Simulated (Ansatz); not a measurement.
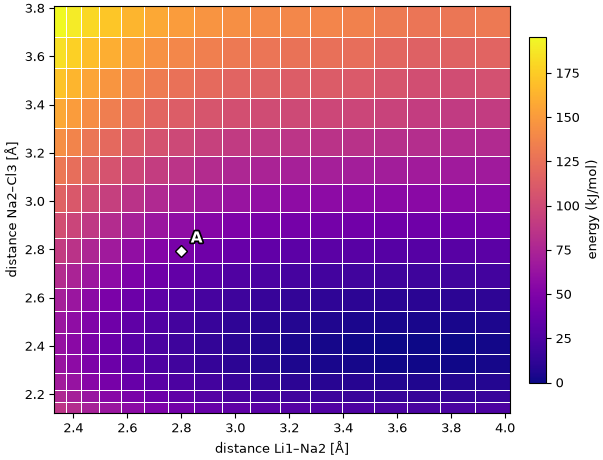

The system Li + NaCl, spin multiplicity 2. Coordinates scanned: (1) distance Li1–Na2; (2) distance Na2–Cl3. Nothing is relaxed (the angle Li1–Na2–Cl3 is fixed at 180 degrees). The scan uses a 17 × 17 grid. Points are written as (first, second). All energies are given in kJ/mol relative to the lowest grid point. The D4 coefficients can switch as the alkali atoms part, which puts small steps into the map. Computed with UKS PBE0-D4/def2-TZVPD in Ansatz 0.2.0.

The picture shows one coloured cell a grid point, the point A.

**Is A at rest? If not, where is it pushed?**

A, at (2.799 Å, 2.794 Å), is not a stationary point. The computed force is 57 kJ/mol for each Å towards larger values of distance Li1–Na2 and 109 kJ/mol for each Å towards smaller values of distance Na2–Cl3.
